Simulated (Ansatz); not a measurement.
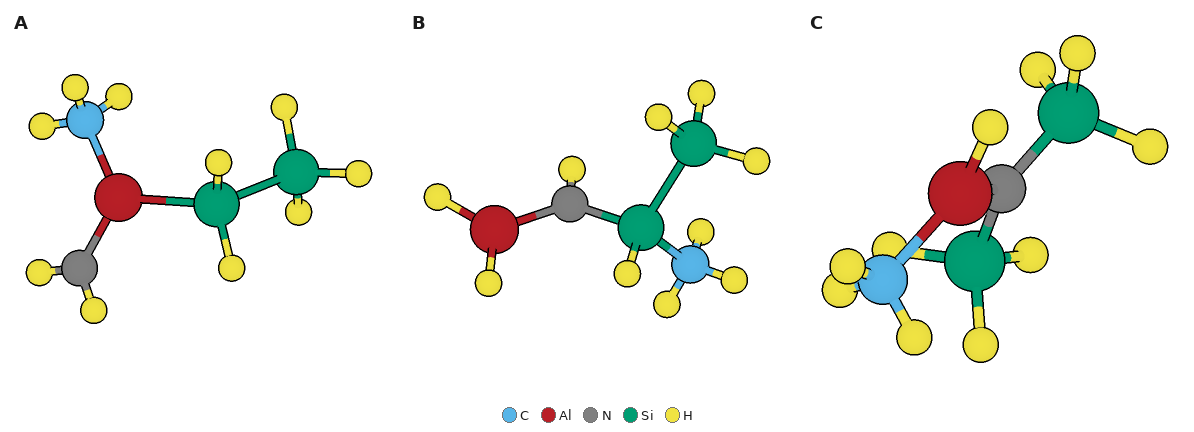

Source: calculation with Ansatz.

Question: Which panel belongs to which SMILES?
(1) [CH3][Al]([NH2])[SiH2][SiH3]
(2) C[Si@@H]([SiH3])[NH][AlH2]
(3) [CH3][AlH][N]([SiH3])[SiH3]

Answer: A is (1), B is (2), C is (3).
